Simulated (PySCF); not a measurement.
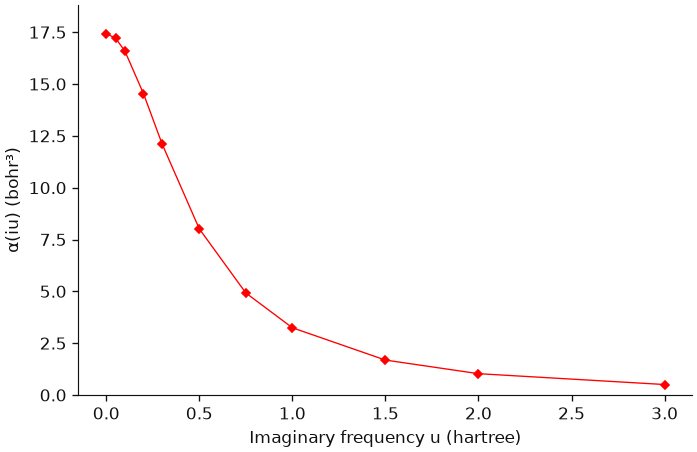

Dipole polarisability at imaginary frequency of an atom or ion with 32 electrons in the configuration [Ar] 3d¹⁰ 4s² 4p². Coupled response at the PBE level; PySCF, dyall-av2z, non-relativistic, unrestricted single determinants, no spin-orbit coupling.

> Which species is it, and what does the curve give?

As⁺. The static dipole polarisability is 17.4 bohr³; α(iu) falls to half of it near u = 0.46 hartree. The Casimir–Polder integral gives C₆ = 105 hartree bohr⁶ for two such species.
